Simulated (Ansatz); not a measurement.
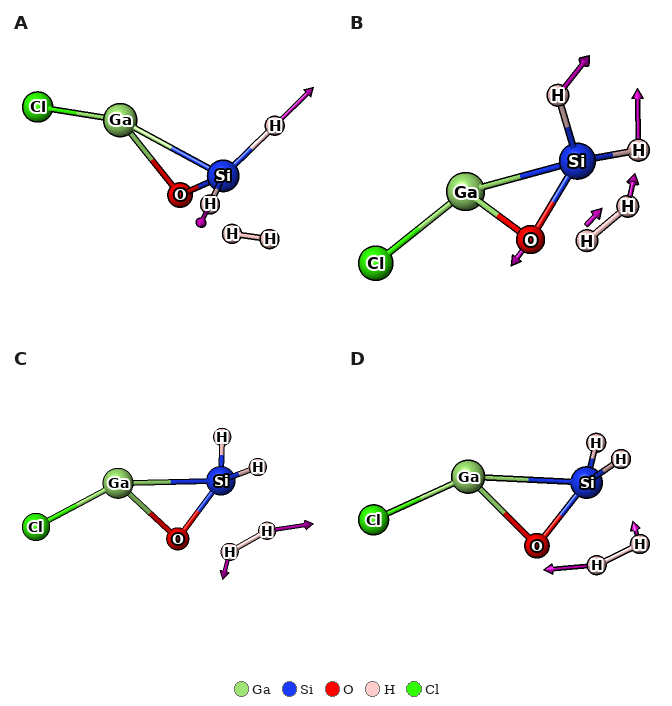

4 normal modes of one molecule or complex, as arrows. Harmonic vibrations computed with RKS PBE0-D4/def2-TZVP (Ansatz 0.2.0) at a stationary point of the same level. It is a saddle point of order 1.

Question: Match the panels to the wavenumbers 1377i cm⁻¹, 909 cm⁻¹, 1915 cm⁻¹, 2268 cm⁻¹.

Answer: A: 2268 cm⁻¹
B: 909 cm⁻¹
C: 1915 cm⁻¹
D: 1377i cm⁻¹
